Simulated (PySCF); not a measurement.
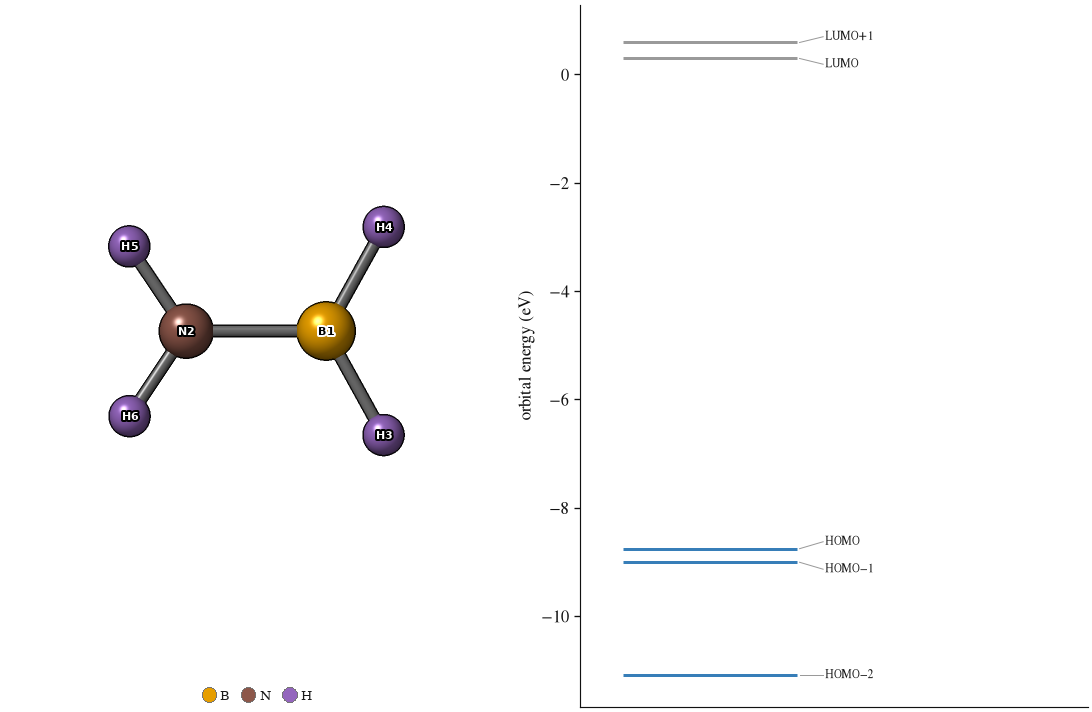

BNH₄, SMILES BN. Kohn-Sham orbital energies near the frontier, PBE0/def2-SVPD in PySCF, at a GFN2-xTB geometry (no frequency check), isolated molecule; empty levels in grey, levels within 0.03 eV side by side.

### Where do the frontier orbitals lie?

HOMO at −8.76 eV, LUMO at 0.30 eV, 9.05 eV apart.

### How far below the HOMO does the next level lie?

0.25 eV.

Known limits of this run: the tight-binding geometry is rougher than a DFT one and adds to the error; empty levels above zero depend strongly on the basis.
